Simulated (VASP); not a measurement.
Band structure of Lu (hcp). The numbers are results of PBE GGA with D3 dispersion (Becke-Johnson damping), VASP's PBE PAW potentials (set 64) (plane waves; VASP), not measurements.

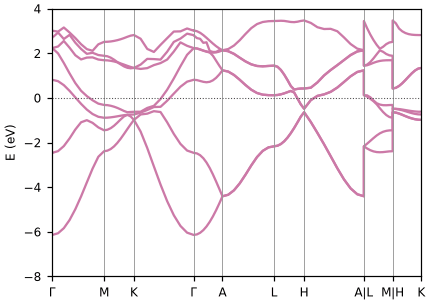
Fig. 1. Bands along high-symmetry lines, zero at the valence-band maximum or, without a gap, the Fermi level

Task: Read the plot: is there a gap, and where are the band edges?

Result: It has no gap at this level: it comes out as a metal or semimetal. (Edges off the drawn lines would not show.)

The compound is Lu in the hcp structure. It was relaxed first.
